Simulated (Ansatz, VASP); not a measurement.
# GaSb: VASP beside Ansatz

Aim: how closely do two programs agree when they are given the same cell, functional and k mesh? The cell is a member of a volume series, scaled by 0.94 from a relaxed one, so a pressure remains.

Method: plane waves, with VASP 6.6.1 beside it; single point at PBE with D3(BJ), in Ansatz 0.2.0.

## Step 1: The structure

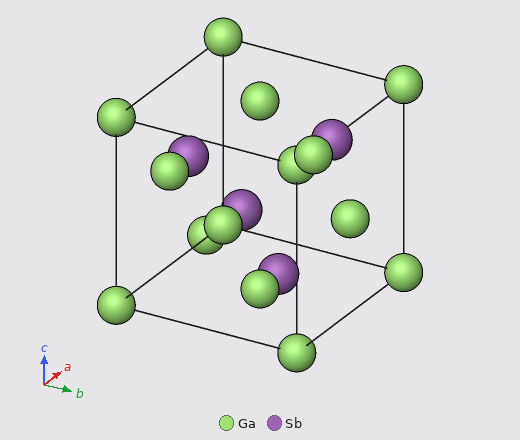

The cell as given, from a free direction (gallium green, antimony purple). This picture shows the conventional cell, with its axes. Some periodic images of atoms are drawn too.

Coordinates:

```
Ga Sb
1.0
     0.00000    3.00285    3.00285
     3.00285    0.00000    3.00285
     3.00285    3.00285    0.00000
Ga Sb
1 1
Direct
  0.00000 0.00000 0.00000
  0.25000 0.25000 0.25000
```

## Step 2: VASP: single point, PBE with D3(BJ)

With cell and atoms fixed, the geometry can't cause a difference; cores, projectors, grids and the points listed under the comparison can.

Lines of VASP's logs that name or quote its potential files are left out, and so is its time.

Input file INCAR:

```
SYSTEM = GaSb
PREC = Accurate
ENCUT = 400
EDIFF = 1E-06
NELM = 100
ISMEAR = 0
SIGMA = 0.05
LREAL = .FALSE.
ALGO = Normal
GGA = PE
IVDW = 12
NBANDS = 15
LORBIT = 11
LWAVE = .FALSE.
LCHARG = .FALSE.
KPAR = 2
ISIF = 2
```

Input file POSCAR:

```
GaSb
1.0
    0.0000000000      3.0028513462      3.0028513462
    3.0028513462      0.0000000000      3.0028513462
    3.0028513462      3.0028513462      0.0000000000
Ga Sb
1 1
Direct
    0.0000000000      0.0000000000      0.0000000000
    0.2500000000      0.2500000000      0.2500000000
```

Input file KPOINTS:

```
Automatic mesh
0
Gamma
6 6 6
0 0 0
```

The projector-augmented-wave data sets are Ga_d and Sb (PBE family, release 64).

Run with:

```sh
> mpirun -np 2 vasp_std
```

Numbers of over 12 decimals in the logs are rounded to 6 here.

Output:

```text
[banner, memory and clock lines left out]
running    2 mpi-ranks, on    1 nodes
 distrk:  each k-point on    1 cores,    2 groups
 distr:  one band on    1 cores,    1 groups

 POSCAR found type information on POSCAR GaSb
 POSCAR found :  2 types and       2 ions
 LDA part: xc-table for (Slater+PW92), standard interpolation
 POSCAR, INCAR and KPOINTS ok, starting setup
 FFT: planning ... GRIDC
 FFT: planning ... GRID_SOFT
 FFT: planning ... GRID
 WAVECAR not read
 entering main loop
       N       E                     dE             d eps       ncg     rms          rms(c)
DAV:   1     0.702605401648E+02    0.70261E+02   -0.76584E+03   496   0.128E+03
DAV:   2    -0.226296685647E+01   -0.72524E+02   -0.70201E+02   557   0.255E+02
DAV:   3    -0.722024970488E+01   -0.49573E+01   -0.49408E+01   550   0.599E+01
DAV:   4    -0.730522045721E+01   -0.84971E-01   -0.84960E-01   620   0.897E+00
DAV:   5    -0.730738837032E+01   -0.21679E-02   -0.21679E-02   572   0.123E+00    0.345E+00
DAV:   6    -0.725422766726E+01    0.53161E-01   -0.67850E-02   684   0.427E+00    0.208E+00
DAV:   7    -0.723815147580E+01    0.16076E-01   -0.47236E-02   571   0.183E+00    0.365E-01
DAV:   8    -0.723918465220E+01   -0.10332E-02   -0.48608E-03   623   0.866E-01    0.979E-02
DAV:   9    -0.723967728443E+01   -0.49263E-03   -0.74039E-04   543   0.225E-01    0.363E-02
DAV:  10    -0.723969224435E+01   -0.14960E-04   -0.30906E-05   628   0.403E-02    0.105E-02
DAV:  11    -0.723971735249E+01   -0.25108E-04   -0.32548E-05   529   0.370E-02    0.606E-03
DAV:  12    -0.723971793834E+01   -0.58585E-06   -0.12854E-06   594   0.913E-03
   1 F= -.79462963E+01 E0= -.79462963E+01  d E =-.115418E-10
```

From OUTCAR (step 2):

```text
ion  position               nearest neighbor table
   1  0.000  0.000  0.000-   2 2.60   2 2.60   2 2.60   2 2.60
   2  0.250  0.250  0.250-   1 2.60   1 2.60   1 2.60   1 2.60

  LATTYP: Found a face centered cubic cell.
 ALAT       =     6.0057026924

 Subroutine GETGRP returns: Found 24 space group operations
 (whereof 24 operations were pure point group operations)

The static configuration has the point symmetry T_d .

 Found     16 irreducible k-points:

   k-points           NKPTS =     16   k-points in BZ     NKDIM =     16   number of bands    NBANDS=     15

   dimension x,y,z NGX =    28 NGY =   28 NGZ =   28
   dimension x,y,z NGXF=    56 NGYF=   56 NGZF=   56

   ENCUT  =  400.0 eV  29.40 Ry    5.42 a.u.   6.93  6.93  6.93*2*pi/ulx,y,z

   NELECT =      18.0000    total number of electrons

 k-points in reciprocal lattice and weights: Automatic mesh
   0.00000000  0.00000000  0.00000000       0.005
   0.16666667  0.00000000  0.00000000       0.037
   0.33333333  0.00000000  0.00000000       0.037
   0.50000000  0.00000000  0.00000000       0.019
   0.16666667  0.16666667  0.00000000       0.028
   0.33333333  0.16666667  0.00000000       0.111
   0.50000000  0.16666667  0.00000000       0.111
  -0.33333333  0.16666667  0.00000000       0.111
  -0.16666667  0.16666667  0.00000000       0.056
[...]
-0.33333333  0.33333333  0.16666667       0.111
  -0.33333333  0.50000000  0.16666667       0.056

 average (electrostatic) potential at core
       1 -65.2157       2 -87.1128

 E-fermi :   5.6741

 k-point     1 :       0.0000    0.0000    0.0000
  band No.  band energies     occupation
    ...
      5      -9.6409      2.00000
      6      -6.4145      2.00000
      7       5.4658      2.00000
      8       5.4658      2.00000
      9       5.4658      2.00000
     10       5.9023      0.00000
     11       8.2134      0.00000
     12       8.2134      0.00000
     13       8.2134      0.00000
     14      11.3198      0.00000
    ...

 k-point     2 :       0.1667    0.0000    0.0000
  band No.  band energies     occupation
    ...
      5      -9.6414      2.00000
      6      -6.1123      2.00000
      7       2.7424      2.00000
      8       5.0231      2.00000
      9       5.0231      2.00000
     10       6.6470      0.00000
     11       8.7954      0.00000
     12       8.7954      0.00000
     13       9.5896      0.00000
     14      12.5919      0.00000
    ...

 k-point     3 :       0.3333    0.0000    0.0000
  band No.  band energies     occupation
    ...
      5      -9.6412      2.00000
      6      -5.2993      2.00000
      7       0.0987      2.00000
      8       4.4386      2.00000
      9       4.4386      2.00000
     10       6.1786      0.00000
     11       9.2392      0.00000
     12       9.2392      0.00000
     13      12.0494      0.00000
     14      12.6440      0.00000
    ...

 Edisp (eV)   -0.70658

  Total       1.17551     1.17551     1.17551    -0.00000    -0.00000     0.00000
  in kB      34.77811    34.77811    34.77811    -0.00000    -0.00000     0.00000
  external pressure =       34.78 kB  Pullay stress =        0.00 kB

  energy-cutoff  :      400.00
  volume of cell :       54.15
      direct lattice vectors                 reciprocal lattice vectors
     0.000000000  3.002851346  3.002851346    -0.166508409  0.166508409  0.166508409
     3.002851346  0.000000000  3.002851346     0.166508409 -0.166508409  0.166508409
     3.002851346  3.002851346  0.000000000     0.166508409  0.166508409 -0.166508409

 POSITION                                       TOTAL-FORCE (eV/Angst)
 -----------------------------------------------------------------------------------
      0.00000      0.00000      0.00000        -0.000000     -0.000000     -0.000000
      1.50143      1.50143      1.50143         0.000000      0.000000      0.000000
 -----------------------------------------------------------------------------------
    total drift:                                0.000003      0.000003      0.000003

  FREE ENERGIE OF THE ION-ELECTRON SYSTEM (eV)
  ---------------------------------------------------
  free  energy   TOTEN  =        -7.9462963015 eV

  energy  without entropy=       -7.9462963015  energy(sigma->0) =       -7.94629630

 total charge
# of ion       s       p       d       tot
------------------------------------------
    1        0.902   0.826   9.969  11.697
    2        1.118   1.387   0.031   2.536
--------------------------------------------------
tot          2.020   2.213  10.001  14.233

[... 3 further parts left out ...]
```

The run ends at a pressure of 3.48 GPa.

## Step 3: Ansatz: single point, PBE with D3(BJ)

Ansatz runs on its default PAW (the set named soft_2) files.

The same cell, functional, mesh and smearing now go to Ansatz, which takes its cutoff from its data sets.

Input file input.yaml:

```yaml
crystal:
  lattice:
    - [0.0, 3.0028513462, 3.0028513462]
    - [3.0028513462, 0.0, 3.0028513462]
    - [3.0028513462, 3.0028513462, 0.0]
  atoms:
    - { symbol: Ga, position: [0.0, 0.0, 0.0] }
    - { symbol: Sb, position: [0.25, 0.25, 0.25] }
hamiltonian:
  xc: pbe
  pseudopotentials: { kind: paw }
  dispersion: d3bj
kpoints:
  mp_grid: { grid: [6, 6, 6] }
scf:
  occupations: { method: gaussian, width: 0.05 }
  n_extra_bands: 4
output:
  forces: true
  stress: true
  eigenvalues: true
```

Run with:

```sh
> ansatz run input.yaml --threads 2 --pin off --max-ram 4608MiB --backend cpu --events-out ev --progress --plain --runs-dir out
```

Output:

```text
scf.n_extra_bands = 4 over 14 filled bands (N_el = 28.0): the run solves 18 bands
Engine: ansatz 0.2.0, aarch64-unknown-linux-gnu
Pseudopotentials: kind: paw
Pseudopotential: Ga, paw, valence charge 13, recommended cutoff 420 eV (normal), Ga.paw.azcp
Pseudopotential: Sb, paw, valence charge 15, recommended cutoff 420 eV (normal), Sb.paw.azcp
Functional definition: PBE
  parameter kappa = 0.804
  parameter beta = 0.066725
  exchange = pbe_x(kappa = kappa, mu = beta*pi^2/3)
  correlation = pbe_c(beta = beta)
Crystal: 2 atoms, lattice volume = 54.154 Å³
Basis set: ecut = 420 eV, 1067 PW (Γ), exchange–correlation on 60×60×60 points (8 copies of the dense FFT grid, shifted against one another)
Bands: 18, of which v1, the nominal top of the filled ones, is band 14 counted from 1 (13 counted from 0)
Symmetry: 24 space group operations
Space group: F-43m (ITA 216), of the structure as read, at distance tolerance 3.8e-5 Å
k-points: 16 of 216 (time reversal used)
Non-local potential: Ga, projectors of the file, l = 0: 2, l = 1: 2, l = 2: 3, l = 3: 1
Non-local potential: Sb, projectors of the file, l = 0: 2, l = 1: 2, l = 2: 2, l = 3: 2
PAW form: soft (Blöchl's): semilocal exchange-correlation on the pseudo side does not see the compensation charge
PAW one-centre angular grid: Ga, 590 points (default); XC on 64 Gauss nodes
PAW one-centre angular grid: Sb, 590 points (default); XC on 64 Gauss nodes
Initial density: superposition of atomic densities (neutral atoms: chi_scale 0, normalization atom), corrected by the library's trained network
Initial wavefunctions: pseudopotential atomic-orbital guess
Functional: x = pbe(κ = 0.804, μ = 0.219515), c = pbe(β = 0.066725)
SCF iter   1: F=—  HF=-10268.421418 eV  |F-HF|=—  |Δ(HF+E_count)|=         —  Δρ=1.30e-3  dr2=8.26e-4  ethr=1.77e-3  ⟨swp⟩=6.1  Hψ=1477  notcnv=0
preconditioner: auto → none  [insulator: Δε(μ)=0.434 eV  Ē_g=14.823 eV  σ=0.050 eV  W_gap=1.00  n_scr=14 (ndim 8)  ℏωp=21.4 eV  f_vac=0.077  D(μ)=0.00/eV (n_scr^D=0)  ε∞_Penn≈3.1]
SCF iter   2: F=—  HF=-10268.420014 eV  |F-HF|=—  |Δ(HF+E_count)|=   1.40e-3  Δρ=5.70e-4  dr2=1.78e-4  ethr=2.95e-6  ⟨swp⟩=2.6  Hψ=697  notcnv=0
SCF iter   3: F=—  HF=-10268.419962 eV  |F-HF|=—  |Δ(HF+E_count)|=   5.19e-5  Δρ=2.15e-4  dr2=2.92e-5  ethr=6.35e-7  ⟨swp⟩=2.0  Hψ=432  notcnv=0
SCF iter   4: F=—  HF=-10268.420004 eV  |F-HF|=—  |Δ(HF+E_count)|=   4.13e-5  Δρ=9.83e-5  dr2=3.51e-6  ethr=1.04e-7  ⟨swp⟩=2.0  Hψ=352  notcnv=0
SCF iter   5: F=—  HF=-10268.420009 eV  |F-HF|=—  |Δ(HF+E_count)|=   5.25e-6  Δρ=2.64e-5  dr2=5.23e-7  ethr=1.25e-8  ⟨swp⟩=2.0  Hψ=512  notcnv=0
SCF iter   6: F=-10268.420010 eV  HF=-10268.420010 eV  |F-HF|=2.31e-8  |Δ(HF+E_count)|=   5.76e-7  Δρ=3.89e-6  dr2=7.47e-9  ethr=3.57e-10  ⟨swp⟩=6.8  Hψ=1399  notcnv=0
SCF 1 converged in 6 iterations: F = -10268.420010 eV  dr2 = 7.47e-9
  greatest PAW one-centre occupation: 0.995 electrons in one spin orbital (limit 2), on the Sb atom at site 1 (counted from 0), in its partial waves of l = 2
SCF converged after 6 iterations
Free energy (F): -10268.420010 eV
Harris-Foulkes:  -10268.420010 eV  (|F-HF|=2.31e-8)
Internal energy: -10268.420010 eV  (E = F + TS)
E sigma→0 (E₀):  -10268.420010 eV
Fermi energy:    8.682761 eV
--- Per-component energies (eV) ---
  E_band       = -243.455348
  E_kinetic    = 324.733321
  E_local      = -3839.099605  (includes V_loc(G=0)·N_el)
  E_nonlocal   = 787.484013
  E_hartree    = 1772.815361
  E_xc         = -208.144291
  E_vxc        = -155.103543  (∫ρ·V_xc dr)
  E_paw        = -6564.950387  (= ΣΔE_a)
  E_vpaw       = -907.097978  (= ΣTr[D̂ρ^β])
  E_aug_tail   = -0.000095  (compensation charges beyond the density's cutoff)
  E_ewald      = -2540.551550
  E_disp       = -0.706777  (pairwise vdW)
  E_smearing   = -0.000000  (= −TS)
  E_closure    = 0.000000  (closes the sum)
  Σ components = -10268.420010   (vs F -10268.420010, Δ=0.00e0)
--- Forces (eV/Å), atoms counted from 1 ---
  atom   1  Ga     0.00000000    -0.00000000    -0.00000000
  atom   2  Sb    -0.00000000     0.00000000     0.00000000
  max |Σ_I F_I| component: 9.25e-17 eV/Å
--- Stress (GPa, compression-positive) ---
        3.538852       0.000000       0.000000
       -0.000000       3.538852       0.000000
       -0.000000       0.000000       3.538852
  P = ⅓ Tr σ = 3.5389 GPa (35.389 kbar)
--- Band table (eV; the first three rows and the last of 16) ---
  k-point 0: bands = [... 10 lower, -3.4167, 8.4619, 8.4619, 8.4619, 8.8975, 11.2271, 11.2271, 11.2271]
  k-point 1: bands = [... 10 lower, -3.1143, 5.7439, 8.0215, 8.0215, 9.6498, 11.8094, 11.8094, 12.5950]
  k-point 2: bands = [... 10 lower, -2.3011, 3.1056, 7.4388, 7.4388, 9.1826, 12.2563, 12.2563, 15.0632]
  k-point 15: bands = [... 10 lower, -0.6954, 1.5094, 5.0325, 5.2117, 11.0755, 11.2895, 14.7146, 14.7741]
```

The job ended after 1.7 s (2 threads of Arm Neoverse N1, shared host; peak memory 0.31 GiB; 3 s of CPU time).

The run ends at a pressure of 3.54 GPa.

## Step 4: Comparison

Known differences besides the PAW data sets themselves: the data sets hold 28 valence electrons in Ansatz (default PAW (the set named soft_2) files) and 18 in VASP; the cutoff is 420 eV in Ansatz and 400 eV in VASP; VASP leaves aspherical gradient terms in its spheres out (LASPH is not set), Ansatz keeps them. Total energies have different zeros and are not compared.

The two programs side by side:

| quantity | Ansatz | VASP | difference |
| --- | --- | --- | --- |
| pressure (GPa) | 3.54 | 3.48 | +0.06 |
| gap on the k mesh (eV) | 0.436 | 0.436 | -0.001 |

Ansatz's pressure holds a Pulay correction of 0.04 GPa; VASP's holds none.

## Step 5: Further runs

An all-electron run, which needs no data sets, serves as referee.

```
                              run  difference in gap on the k mesh (eV)
                         as above                               -8.3e-4
Ansatz's all-electron LAPW method                                0.0050
```

## Step 6: Ansatz: single point, PBE with D3(BJ)

With cell and atoms fixed, the geometry can't cause a difference; cores, projectors, grids and the points listed under the comparison can. The cell compared in this pair holds 55.31 Å³, against 54.15 Å³ for the pair before.

The cell is a member of a volume series, scaled by 0.96 from a relaxed one, so a pressure remains.

input.yaml, the sections that differ from step 3:

```yaml
crystal:
  lattice:
    - [0.0, 3.0239988834, 3.0239988834]
    - [3.0239988834, 0.0, 3.0239988834]
    - [3.0239988834, 3.0239988834, 0.0]
  atoms:
    - { symbol: Ga, position: [0.0, 0.0, 0.0] }
    - { symbol: Sb, position: [0.25, 0.25, 0.25] }
# hamiltonian, kpoints, scf, output: as in step 3
```

Output:

```text
[...]
Crystal: 2 atoms, lattice volume = 55.306 Å³
Basis set: ecut = 420 eV, 1067 PW (Γ), exchange–correlation on 60×60×60 points (8 copies of the dense FFT grid, shifted against one another)
Bands: 18, of which v1, the nominal top of the filled ones, is band 14 counted from 1 (13 counted from 0)
Symmetry: 24 space group operations
[...]
k-points: 16 of 216 (time reversal used)
[...]
--- Band table (eV; the first three rows and the last of 16) ---
  k-point 0: bands = [... 10 lower, -3.5493, 8.1739, 8.1739, 8.1739, 8.4545, 10.9466, 10.9466, 10.9466]
  k-point 1: bands = [... 10 lower, -3.2547, 5.4642, 7.7486, 7.7486, 9.2948, 11.5134, 11.5134, 12.2382]
  k-point 2: bands = [... 10 lower, -2.4651, 2.8904, 7.1813, 7.1813, 8.8462, 11.9623, 11.9623, 14.7305]
  k-point 15: bands = [... 10 lower, -0.9197, 1.3172, 4.8419, 5.0191, 10.7721, 11.0070, 14.3644, 14.4190]
[key lines of the parts left out:]
SCF converged after 6 iterations
Free energy (F): -10268.440480 eV
Fermi energy:    8.318800 eV
P = ⅓ Tr σ = 2.1825 GPa (21.825 kbar)
```

The job ended after 1.6 s (2 threads; peak memory 0.31 GiB; 2.8 s of CPU time).

For the pressure, step 4 gave 3.54 GPa; this run, with cell volume +2.1 %, gives 2.18 GPa (-38 %).

## Step 7: VASP: single point, PBE with D3(BJ)

The same cell, functional, mesh and smearing now go to VASP, with its own data sets and cutoff.

INCAR is that of step 2.

Input file POSCAR:

```
GaSb
1.0
    0.0000000000      3.0239988834      3.0239988834
    3.0239988834      0.0000000000      3.0239988834
    3.0239988834      3.0239988834      0.0000000000
Ga Sb
1 1
Direct
    0.0000000000      0.0000000000      0.0000000000
    0.2500000000      0.2500000000      0.2500000000
```

KPOINTS is that of step 2.

Run with:

```sh
> mpirun -np 2 vasp_std
```

Output:

```text
[... set-up lines as in an earlier step ...]
 entering main loop
       N       E                     dE             d eps       ncg     rms          rms(c)
DAV:   1     0.763614678182E+02    0.76361E+02   -0.78336E+03   480   0.129E+03
DAV:   2    -0.184577702132E+01   -0.78207E+02   -0.76050E+02   550   0.275E+02
DAV:   3    -0.725201424679E+01   -0.54062E+01   -0.53950E+01   592   0.631E+01
DAV:   4    -0.733893561875E+01   -0.86921E-01   -0.86912E-01   606   0.906E+00
[...]
DAV:  10    -0.727699791619E+01   -0.16732E-04   -0.30717E-05   635   0.396E-02    0.112E-02
DAV:  11    -0.727702363209E+01   -0.25716E-04   -0.34880E-05   515   0.386E-02    0.590E-03
DAV:  12    -0.727702422989E+01   -0.59780E-06   -0.12441E-06   594   0.887E-03
   1 F= -.79676307E+01 E0= -.79676307E+01  d E =-.169111E-06
```

OUTCAR, selected parts (step 7):

```text
 Edisp (eV)   -0.69061

  Total       0.73224     0.73224     0.73224    -0.00000     0.00000     0.00000
  in kB      21.21245    21.21245    21.21245    -0.00000     0.00000     0.00000
  external pressure =       21.21 kB  Pullay stress =        0.00 kB

 POSITION                                       TOTAL-FORCE (eV/Angst)
 -----------------------------------------------------------------------------------
      0.00000      0.00000      0.00000         0.000000      0.000000      0.000000
      1.51200      1.51200      1.51200        -0.000000     -0.000000     -0.000000
 -----------------------------------------------------------------------------------
    total drift:                                0.000004      0.000004      0.000004

  FREE ENERGIE OF THE ION-ELECTRON SYSTEM (eV)
  ---------------------------------------------------
  free  energy   TOTEN  =        -7.9676307418 eV

  energy  without entropy=       -7.9676305727  energy(sigma->0) =       -7.96763066

[... 1 part as in an earlier step ...]

[... 2 further parts left out ...]
[key lines of the parts left out:]
E-fermi :   5.3841
```

The run ends at a pressure of 2.12 GPa.

## Step 8: Differences

Both answers:

```csv
quantity,Ansatz,VASP,difference
pressure (GPa),2.18,2.12,+0.06
gap on the k mesh (eV),0.281,0.281,0.000
```

Ansatz's pressure holds a Pulay correction of 0.04 GPa; VASP's holds none.

[end of part 1 of 2]

[Lines on the potential files, build, host, timing and source positions are cut from VASP's logs without a mark.]

[Logs are printed without paths, hosts, clocks, repeated set-up lines and the standing remarks that a program may print on its own settings, such as how far it seeks lower states.]

[Hosts, paths, dates, database ids (printed as entryN), source tags and the programs' standing remarks are cut or masked in the printed files.]
